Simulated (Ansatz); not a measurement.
## Geometry relaxation of C5H3 (part 3 of 3)

C5H3 (slab, 32 atoms in the cell); DFT PBE, scalar-relativistic, plane waves, PAW, PAW set soft_1, no spin polarisation (Ansatz 0.2.0); cutoff 420 eV, 2×2×1 k-mesh, Gaussian smearing of 0.05 eV. The input holds or restrains some coordinates. Forces given for the steps count only the free coordinates. It belongs to a series of runs on one base structure; here: end point A relaxed.

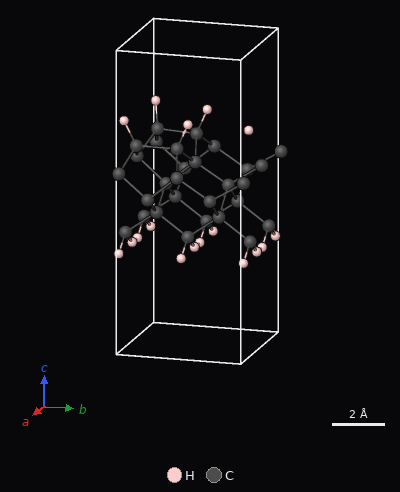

The geometry at step 11 of the log (ball-and-stick view of the cell of the calculation, with the vacuum cut short, seen slightly off an axis).

**Trajectory as extended XYZ, continued**
```
32
Lattice="5.0487 0.0000 0.0000 0.0000 5.0487 0.0000 0.0000 0.0000 17.1356" Properties=species:S:1:pos:R:3:forces:R:3 step=7 energy=-5191.34608
H     2.1598    0.0000    1.0000   -8.9917  -0.0332   0.0823
H     0.3646    0.0000    1.0000    8.9963  -0.0403   0.0991
H     4.6842    0.0000    1.0000   -8.9926  -0.0410   0.0833
H     2.8890    0.0000    1.0000    9.0015  -0.0261   0.0834
H     2.1598    2.5244    1.0000   -8.9936   0.0551   0.0750
H     0.3646    2.5244    1.0000    9.0296   0.0324   0.0903
H     4.6842    2.5244    1.0000   -8.9658   0.0311   0.1448
H     2.8890    2.5244    1.0000    8.9932   0.0769   0.0574
C     1.2622    0.0000    1.6347    0.0945  -0.1202   0.9762
C     3.7866    0.0000    1.6347   -0.0688  -0.1381   0.9120
C     1.2622    2.5244    1.6347    0.0835   0.1058   0.9285
C     3.7866    2.5244    1.6347   -0.3389   0.1504   1.0363
C     1.2622    1.2622    2.5272   -0.1593   0.0492  -2.7384
C     3.7866    1.2622    2.5272   -0.4861  -0.1237  -2.7870
C     1.2622    3.7866    2.5272   -0.0561   0.0916   0.4036
C     3.7866    3.7866    2.5272   -0.1086   0.5121   0.4672
C    -0.0127    1.2775    3.3412    0.0151   0.0531  -0.1041
C     2.5129    1.2609    3.3742   -0.2962  -0.0793  -0.0161
C    -0.0020    3.8021    3.4729   -0.0824   0.0036   0.0327
C     2.5153    3.7882    3.4983   -0.2499   0.0340   0.0131
C    -0.0333    0.1057    4.2948   -0.1934   0.1518  -0.2437
C     2.4694    0.0822    4.3915    0.3149  -0.1273  -0.0249
C    -0.0013    2.4697    4.3086   -0.1502   0.0899  -0.0832
C     2.5253    2.4504    4.3124    0.3162   0.0152   0.0990
C     1.1270    0.5574    5.1978   -1.2428   0.7046   1.1683
C     3.7606    0.3851    5.1168   -0.3726   0.8738   0.1715
C     1.2635    2.1459    5.0954   -0.2666   0.1525  -0.1425
C     3.8026    2.1074    5.1511   -0.6998  -0.3256  -0.5778
H     3.8086   -0.1290    6.0888    0.0366   0.2816   0.1297
H     1.2835    2.6127    6.0872   -0.0442   0.0579   0.1000
H     3.7851    2.5828    6.1389    0.0280  -0.1837   0.1829
H     5.2773    0.8231    6.2189    3.8525  -2.2864  -0.6174
32
Lattice="5.0487 0.0000 0.0000 0.0000 5.0487 0.0000 0.0000 0.0000 17.1356" Properties=species:S:1:pos:R:3:forces:R:3 step=8 energy=-5192.27053
H     2.1598    0.0000    1.0000   -8.9879  -0.0313   0.0839
H     0.3646    0.0000    1.0000    8.9958  -0.0407   0.0973
H     4.6842    0.0000    1.0000   -8.9901  -0.0423   0.0831
H     2.8890    0.0000    1.0000    9.0018  -0.0233   0.0818
H     2.1598    2.5244    1.0000   -8.9918   0.0589   0.0764
H     0.3646    2.5244    1.0000    9.0247   0.0340   0.0893
H     4.6842    2.5244    1.0000   -8.9608   0.0314   0.1440
H     2.8890    2.5244    1.0000    8.9956   0.0816   0.0566
C     1.2622    0.0000    1.6347    0.0868  -0.1208   0.9758
C     3.7866    0.0000    1.6347   -0.0764  -0.1360   0.9148
C     1.2622    2.5244    1.6347    0.0876   0.1084   0.9334
C     3.7866    2.5244    1.6347   -0.3556   0.1436   1.0409
C     1.2622    1.2622    2.5272   -0.2395   0.0546  -2.7499
C     3.7866    1.2622    2.5272   -0.5970  -0.1044  -2.7970
C     1.2622    3.7866    2.5272   -0.1191   0.1483   0.4280
C     3.7866    3.7866    2.5272   -0.1752   0.5651   0.4651
C    -0.0143    1.2809    3.3399    0.0360   0.0230  -0.0584
C     2.5077    1.2606    3.3755   -0.1921  -0.1144  -0.0198
C    -0.0050    3.8051    3.4734   -0.1036   0.0151   0.0418
C     2.5111    3.7896    3.4992   -0.1724   0.0378   0.0336
C    -0.0419    0.1130    4.2951   -0.1441   0.1782  -0.1552
C     2.4663    0.0839    4.3960    0.1121  -0.0009  -0.0597
C    -0.0088    2.4739    4.3060   -0.1095   0.1004  -0.0921
C     2.5222    2.4522    4.3123    0.0963   0.0035   0.0578
C     1.1092    0.5678    5.2177   -0.4160   0.3288   0.3717
C     3.7518    0.4025    5.1178   -0.2119   0.6503   0.3328
C     1.2544    2.1530    5.0943   -0.2901   0.1472  -0.0365
C     3.7900    2.1062    5.1418   -0.4707  -0.2159  -0.1344
H     3.8088   -0.1127    6.0930    0.0092   0.3848   0.0657
H     1.2780    2.6174    6.0885   -0.0802   0.0842   0.0824
H     3.7836    2.5754    6.1406    0.0002  -0.2380  -0.0232
H     5.4424    0.7219    6.1958    3.2391  -2.1122  -0.3266
32
Lattice="5.0487 0.0000 0.0000 0.0000 5.0487 0.0000 0.0000 0.0000 17.1356" Properties=species:S:1:pos:R:3:forces:R:3 step=9 energy=-5192.95429
H     2.1598    0.0000    1.0000   -8.9839  -0.0289   0.0880
H     0.3646    0.0000    1.0000    8.9951  -0.0424   0.0963
H     4.6842    0.0000    1.0000   -8.9910  -0.0430   0.0834
H     2.8890    0.0000    1.0000    9.0055  -0.0216   0.0802
H     2.1598    2.5244    1.0000   -8.9873   0.0623   0.0798
H     0.3646    2.5244    1.0000    9.0189   0.0350   0.0926
H     4.6842    2.5244    1.0000   -8.9645   0.0319   0.1391
H     2.8890    2.5244    1.0000    9.0002   0.0839   0.0572
C     1.2622    0.0000    1.6347    0.0713  -0.1270   0.9710
C     3.7866    0.0000    1.6347   -0.0821  -0.1344   0.9123
C     1.2622    2.5244    1.6347    0.0938   0.1141   0.9458
C     3.7866    2.5244    1.6347   -0.3475   0.1370   1.0335
C     1.2622    1.2622    2.5272   -0.2952   0.0530  -2.7733
C     3.7866    1.2622    2.5272   -0.6765  -0.0683  -2.8225
C     1.2622    3.7866    2.5272   -0.1905   0.1995   0.4718
C     3.7866    3.7866    2.5272   -0.2589   0.5744   0.4588
C    -0.0147    1.2834    3.3387   -0.0335   0.0444   0.0129
C     2.5035    1.2590    3.3752    0.0280  -0.0348  -0.0159
C    -0.0095    3.8077    3.4745   -0.0932   0.0390   0.0451
C     2.5073    3.7907    3.5001   -0.0123   0.0408   0.0339
C    -0.0475    0.1208    4.2952   -0.0344   0.1319   0.1426
C     2.4695    0.0868    4.3944   -0.1950   0.1079   0.0205
C    -0.0168    2.4775    4.3045   -0.0918   0.0666  -0.0538
C     2.5181    2.4530    4.3140   -0.1146   0.0321  -0.0109
C     1.1114    0.5710    5.2194    0.6472  -0.0733  -1.1022
C     3.7466    0.4239    5.1278   -0.0092   0.4697  -0.0319
C     1.2438    2.1587    5.0946   -0.2194   0.0344   0.1729
C     3.7767    2.1031    5.1407   -0.1927  -0.2258  -0.2784
H     3.8084   -0.0861    6.0978    0.0013   0.3048   0.2527
H     1.2710    2.6211    6.0935   -0.1123   0.0541  -0.0011
H     3.7814    2.5606    6.1353   -0.0312  -0.0710   0.2027
H     5.6017    0.6098    6.1868    2.0565  -1.7469   0.6988
32
Lattice="5.0487 0.0000 0.0000 0.0000 5.0487 0.0000 0.0000 0.0000 17.1356" Properties=species:S:1:pos:R:3:forces:R:3 step=10 energy=-5193.49714
H     2.1598    0.0000    1.0000   -8.9859  -0.0322   0.0896
H     0.3646    0.0000    1.0000    8.9934  -0.0441   0.0983
H     4.6842    0.0000    1.0000   -8.9957  -0.0457   0.0832
H     2.8890    0.0000    1.0000    9.0056  -0.0257   0.0841
H     2.1598    2.5244    1.0000   -8.9878   0.0599   0.0813
H     0.3646    2.5244    1.0000    9.0131   0.0349   0.0970
H     4.6842    2.5244    1.0000   -8.9738   0.0336   0.1311
H     2.8890    2.5244    1.0000    9.0014   0.0765   0.0627
C     1.2622    0.0000    1.6347    0.0756  -0.1287   0.9688
C     3.7866    0.0000    1.6347   -0.0610  -0.1346   0.9152
C     1.2622    2.5244    1.6347    0.1041   0.1181   0.9524
C     3.7866    2.5244    1.6347   -0.2959   0.1355   1.0187
C     1.2622    1.2622    2.5272   -0.2545   0.0310  -2.7779
C     3.7866    1.2622    2.5272   -0.6201  -0.0686  -2.8221
C     1.2622    3.7866    2.5272   -0.1586   0.1491   0.5004
C     3.7866    3.7866    2.5272   -0.2439   0.4555   0.4878
C    -0.0130    1.2796    3.3401    0.0324   0.0498  -0.0193
C     2.5063    1.2578    3.3728    0.2255  -0.0129  -0.0738
C    -0.0085    3.8035    3.4753   -0.0310   0.0094   0.0669
C     2.5094    3.7889    3.5010    0.0984   0.0559  -0.0189
C    -0.0367    0.1137    4.2956   -0.0219   0.1327   0.1482
C     2.4818    0.0846    4.3894   -0.2599   0.0809  -0.1103
C    -0.0096    2.4693    4.3097   -0.1146   0.0575  -0.1378
C     2.5244    2.4503    4.3158   -0.1153  -0.0364   0.0119
C     1.1491    0.5468    5.1914    0.5209  -0.1912  -0.8569
C     3.7595    0.4276    5.1301    0.1147   0.3750   0.0251
C     1.2532    2.1395    5.0968   -0.2623   0.0876   0.2749
C     3.7858    2.0926    5.1422   -0.2099  -0.0885  -0.2318
H     3.8302   -0.0730    6.1049   -0.0689   0.2788   0.2337
H     1.2788    2.5888    6.1008   -0.1193   0.0590   0.0325
H     3.7971    2.5455    6.1404   -0.0674  -0.0704   0.1577
H     5.7496    0.4757    6.1979    1.6608  -1.3998   0.5290
32
Lattice="5.0487 0.0000 0.0000 0.0000 5.0487 0.0000 0.0000 0.0000 17.1356" Properties=species:S:1:pos:R:3:forces:R:3 step=11 energy=-5193.92929
H     2.1598    0.0000    1.0000   -8.9896  -0.0345   0.0912
H     0.3646    0.0000    1.0000    8.9947  -0.0447   0.0971
H     4.6842    0.0000    1.0000   -8.9973  -0.0457   0.0854
H     2.8890    0.0000    1.0000    9.0037  -0.0298   0.0876
H     2.1598    2.5244    1.0000   -8.9902   0.0571   0.0836
H     0.3646    2.5244    1.0000    9.0090   0.0362   0.0973
H     4.6842    2.5244    1.0000   -8.9810   0.0351   0.1220
H     2.8890    2.5244    1.0000    9.0006   0.0688   0.0702
C     1.2622    0.0000    1.6347    0.0566  -0.1289   0.9633
C     3.7866    0.0000    1.6347   -0.0413  -0.1347   0.9219
C     1.2622    2.5244    1.6347    0.0873   0.1212   0.9528
C     3.7866    2.5244    1.6347   -0.2268   0.1349   0.9985
C     1.2622    1.2622    2.5272   -0.1668   0.0234  -2.7856
C     3.7866    1.2622    2.5272   -0.4684  -0.0498  -2.8204
C     1.2622    3.7866    2.5272   -0.1141   0.1129   0.5071
C     3.7866    3.7866    2.5272   -0.1894   0.3353   0.5025
C    -0.0100    1.2763    3.3429    0.0479   0.0254  -0.0102
C     2.5121    1.2579    3.3687    0.1502   0.0041  -0.0738
C    -0.0065    3.7995    3.4781   -0.0077   0.0077   0.0590
C     2.5135    3.7881    3.4979    0.0794   0.0350   0.0045
C    -0.0268    0.1074    4.3016   -0.0151   0.0736   0.1316
C     2.4927    0.0834    4.3757   -0.1773   0.0532  -0.0832
C    -0.0063    2.4624    4.3142   -0.1091   0.0464  -0.0918
C     2.5255    2.4471    4.3185   -0.1128  -0.0153   0.0415
C     1.1814    0.5188    5.1715    0.3903  -0.1391  -0.6230
C     3.7695    0.4336    5.1331    0.0791   0.2872   0.0285
C     1.2552    2.1223    5.1078   -0.1795   0.0463   0.1888
C     3.7872    2.0883    5.1411   -0.1623  -0.0629  -0.1766
H     3.8299   -0.0436    6.1206   -0.0739   0.1985   0.1708
H     1.2749    2.5565    6.1185   -0.0918   0.0698   0.0121
H     3.7956    2.5310    6.1446   -0.0508  -0.0349   0.1216
H     5.9013    0.3455    6.2037    1.2462  -1.0510   0.3290
32
Lattice="5.0487 0.0000 0.0000 0.0000 5.0487 0.0000 0.0000 0.0000 17.1356" Properties=species:S:1:pos:R:3:forces:R:3 step=12 energy=-5194.22351
H     2.1598    0.0000    1.0000   -8.9933  -0.0376   0.0918
H     0.3646    0.0000    1.0000    8.9949  -0.0454   0.0960
H     4.6842    0.0000    1.0000   -8.9985  -0.0462   0.0872
H     2.8890    0.0000    1.0000    9.0009  -0.0343   0.0906
H     2.1598    2.5244    1.0000   -8.9930   0.0538   0.0860
H     0.3646    2.5244    1.0000    9.0037   0.0376   0.0972
H     4.6842    2.5244    1.0000   -8.9884   0.0372   0.1113
H     2.8890    2.5244    1.0000    8.9988   0.0607   0.0785
C     1.2622    0.0000    1.6347    0.0404  -0.1293   0.9597
C     3.7866    0.0000    1.6347   -0.0196  -0.1348   0.9318
C     1.2622    2.5244    1.6347    0.0673   0.1245   0.9557
C     3.7866    2.5244    1.6347   -0.1455   0.1347   0.9816
C     1.2622    1.2622    2.5272   -0.0681   0.0066  -2.7923
C     3.7866    1.2622    2.5272   -0.2841  -0.0368  -2.8208
C     1.2622    3.7866    2.5272   -0.0549   0.0748   0.5187
C     3.7866    3.7866    2.5272   -0.1097   0.2138   0.5181
C    -0.0061    1.2722    3.3463    0.0549  -0.0074  -0.0048
C     2.5182    1.2581    3.3641    0.0984   0.0156  -0.0591
C    -0.0034    3.7954    3.4819    0.0058  -0.0013   0.0255
C     2.5185    3.7868    3.4947    0.0673   0.0202   0.0191
C    -0.0146    0.0997    4.3099   -0.0059   0.0394   0.0629
C     2.5071    0.0817    4.3606   -0.1242   0.0575  -0.1157
C    -0.0012    2.4552    4.3181   -0.0820   0.0126  -0.0436
C     2.5281    2.4439    4.3216   -0.0782  -0.0101   0.0225
C     1.2156    0.4921    5.1546    0.2326  -0.0966  -0.3630
C     3.7808    0.4377    5.1357    0.0381   0.1842   0.0367
C     1.2608    2.1050    5.1176   -0.1205   0.0370   0.1418
C     3.7914    2.0840    5.1396   -0.1334  -0.0221  -0.0861
H     3.8262   -0.0220    6.1331   -0.0702   0.1397   0.1133
H     1.2761    2.5300    6.1326   -0.0765   0.0592  -0.0035
H     3.8001    2.5201    6.1473   -0.0504  -0.0215   0.0749
H     6.0589    0.2227    6.1947    0.7929  -0.6856   0.1900
32
Lattice="5.0487 0.0000 0.0000 0.0000 5.0487 0.0000 0.0000 0.0000 17.1356" Properties=species:S:1:pos:R:3:forces:R:3 step=13 energy=-5194.38610
H     2.1598    0.0000    1.0000   -8.9958  -0.0413   0.0924
H     0.3646    0.0000    1.0000    8.9961  -0.0445   0.0942
H     4.6842    0.0000    1.0000   -8.9980  -0.0450   0.0906
H     2.8890    0.0000    1.0000    8.9987  -0.0401   0.0921
H     2.1598    2.5244    1.0000   -8.9954   0.0483   0.0899
H     0.3646    2.5244    1.0000    8.9993   0.0415   0.0947
H     4.6842    2.5244    1.0000   -8.9941   0.0415   0.0998
H     2.8890    2.5244    1.0000    8.9978   0.0509   0.0873
C     1.2622    0.0000    1.6347    0.0168  -0.1305   0.9579
C     3.7866    0.0000    1.6347   -0.0068  -0.1332   0.9463
C     1.2622    2.5244    1.6347    0.0279   0.1285   0.9564
C     3.7866    2.5244    1.6347   -0.0560   0.1328   0.9650
C     1.2622    1.2622    2.5272   -0.0230   0.0053  -2.8029
C     3.7866    1.2622    2.5272   -0.1110  -0.0108  -2.8182
C     1.2622    3.7866    2.5272   -0.0190   0.0343   0.5294
C     3.7866    3.7866    2.5272   -0.0424   0.0861   0.5284
C    -0.0025    1.2665    3.3513    0.0262  -0.0036  -0.0018
C     2.5223    1.2607    3.3584    0.0481   0.0070  -0.0197
C    -0.0013    3.7903    3.4861    0.0072  -0.0005   0.0163
C     2.5223    3.7867    3.4911    0.0300   0.0121   0.0187
C    -0.0054    0.0908    4.3204   -0.0040   0.0034   0.0140
C     2.5184    0.0834    4.3408   -0.0535   0.0111  -0.0667
C     0.0000    2.4466    4.3237   -0.0383   0.0112  -0.0260
C     2.5264    2.4421    4.3253   -0.0343   0.0038  -0.0060
C     1.2451    0.4645    5.1427    0.0792  -0.0434  -0.1037
C     3.7852    0.4434    5.1380    0.0144   0.0550   0.0380
C     1.2620    2.0889    5.1297   -0.0510   0.0154   0.0516
C     3.7891    2.0815    5.1393   -0.0539  -0.0093  -0.0227
H     3.8042    0.0045    6.1470   -0.0315   0.0642   0.0234
H     1.2679    2.5123    6.1447   -0.0306   0.0324   0.0140
H     3.7931    2.5105    6.1521   -0.0227  -0.0099   0.0134
H     6.2146    0.0989    6.1735    0.3187  -0.2730   0.0534
32
Lattice="5.0487 0.0000 0.0000 0.0000 5.0487 0.0000 0.0000 0.0000 17.1356" Properties=species:S:1:pos:R:3:forces:R:3 step=14 energy=-5194.41502
H     2.1598    0.0000    1.0000   -8.9972  -0.0440   0.0926
H     0.3646    0.0000    1.0000    8.9970  -0.0440   0.0929
H     4.6842    0.0000    1.0000   -8.9971  -0.0441   0.0926
H     2.8890    0.0000    1.0000    8.9970  -0.0439   0.0926
H     2.1598    2.5244    1.0000   -8.9969   0.0445   0.0923
H     0.3646    2.5244    1.0000    8.9969   0.0442   0.0925
H     4.6842    2.5244    1.0000   -8.9968   0.0442   0.0928
H     2.8890    2.5244    1.0000    8.9968   0.0445   0.0926
C     1.2622    0.0000    1.6347    0.0013  -0.1316   0.9565
C     3.7866    0.0000    1.6347   -0.0002  -0.1317   0.9561
C     1.2622    2.5244    1.6347    0.0008   0.1315   0.9566
C     3.7866    2.5244    1.6347   -0.0007   0.1316   0.9572
C     1.2622    1.2622    2.5272    0.0022   0.0012  -2.8132
C     3.7866    1.2622    2.5272   -0.0011   0.0006  -2.8139
C     1.2622    3.7866    2.5272    0.0008   0.0057   0.5321
C     3.7866    3.7866    2.5272    0.0003   0.0070   0.5321
C     0.0000    1.2624    3.3545    0.0017   0.0020   0.0022
C     2.5244    1.2623    3.3549    0.0017  -0.0019  -0.0029
C     0.0000    3.7869    3.4888    0.0033  -0.0020   0.0031
C     2.5244    3.7867    3.4889   -0.0002   0.0015   0.0047
C     0.0001    0.0844    4.3272    0.0001  -0.0034  -0.0088
C     2.5245    0.0841    4.3278    0.0002  -0.0023  -0.0085
C     0.0003    2.4411    4.3269   -0.0056  -0.0014  -0.0049
C     2.5247    2.4409    4.3271    0.0002   0.0012  -0.0057
C     1.2621    0.4465    5.1386   -0.0038  -0.0033   0.0033
C     3.7869    0.4459    5.1385   -0.0029  -0.0009   0.0050
C     1.2624    2.0796    5.1378   -0.0018   0.0037   0.0080
C     3.7869    2.0794    5.1384   -0.0011   0.0022   0.0005
H     3.7877    0.0214    6.1535   -0.0021  -0.0035   0.0017
H     1.2626    2.5047    6.1526   -0.0012   0.0022   0.0017
H     3.7872    2.5043    6.1534   -0.0012   0.0015  -0.0023
H     6.3085    0.0242    6.1545    0.0091  -0.0114  -0.0021
32
Lattice="5.0487 0.0000 0.0000 0.0000 5.0487 0.0000 0.0000 0.0000 17.1356" Properties=species:S:1:pos:R:3:forces:R:3 step=15 energy=-5194.41503
H     2.1598    0.0000    1.0000   -8.9969  -0.0440   0.0924
H     0.3646    0.0000    1.0000    8.9968  -0.0440   0.0927
H     4.6842    0.0000    1.0000   -8.9970  -0.0441   0.0925
H     2.8890    0.0000    1.0000    8.9969  -0.0439   0.0925
H     2.1598    2.5244    1.0000   -8.9969   0.0445   0.0925
H     0.3646    2.5244    1.0000    8.9969   0.0442   0.0927
H     4.6842    2.5244    1.0000   -8.9969   0.0442   0.0927
H     2.8890    2.5244    1.0000    8.9969   0.0445   0.0926
C     1.2622    0.0000    1.6347    0.0015  -0.1317   0.9565
C     3.7866    0.0000    1.6347   -0.0004  -0.1317   0.9560
C     1.2622    2.5244    1.6347    0.0010   0.1316   0.9569
C     3.7866    2.5244    1.6347   -0.0009   0.1316   0.9570
C     1.2622    1.2622    2.5272    0.0024   0.0014  -2.8131
C     3.7866    1.2622    2.5272   -0.0014   0.0006  -2.8139
C     1.2622    3.7866    2.5272    0.0009   0.0056   0.5322
C     3.7866    3.7866    2.5272    0.0003   0.0070   0.5320
C     0.0000    1.2624    3.3545    0.0018   0.0023   0.0022
C     2.5244    1.2623    3.3549    0.0016  -0.0019  -0.0028
C     0.0000    3.7869    3.4888    0.0034  -0.0023   0.0031
C     2.5244    3.7867    3.4889   -0.0002   0.0014   0.0046
C     0.0001    0.0844    4.3272   -0.0001  -0.0034  -0.0084
C     2.5245    0.0841    4.3278    0.0004  -0.0020  -0.0082
C     0.0003    2.4411    4.3269   -0.0054  -0.0014  -0.0049
C     2.5247    2.4409    4.3271    0.0001   0.0011  -0.0057
C     1.2621    0.4465    5.1386   -0.0034  -0.0033   0.0037
C     3.7869    0.4459    5.1385   -0.0033  -0.0009   0.0052
C     1.2624    2.0796    5.1378   -0.0017   0.0037   0.0081
C     3.7869    2.0794    5.1384   -0.0012   0.0018   0.0005
H     3.7877    0.0214    6.1535   -0.0023  -0.0031   0.0009
H     1.2626    2.5047    6.1526   -0.0011   0.0022   0.0017
H     3.7872    2.5043    6.1534   -0.0013   0.0014  -0.0020
H     6.3085    0.0242    6.1545    0.0095  -0.0115  -0.0023
```

**Summary**

```csv
quantity,value
outcome,converged under the restraints of the input
electrons treated,92
free energy,−5194.4150 eV
Fermi energy,2.944 eV
final volume,436.78 Å³
"largest force (length of the vector) at the end, held atoms and coordinates included",8.998 eV/Å
hardware,"1 thread of Arm Neoverse V2, 24 GiB of memory available, shared host"
wall time,81 s
peak memory,0.58 GiB
```

**Remarks**

The k-point mesh is coarse for a cell of this size, so the results may not be converged.
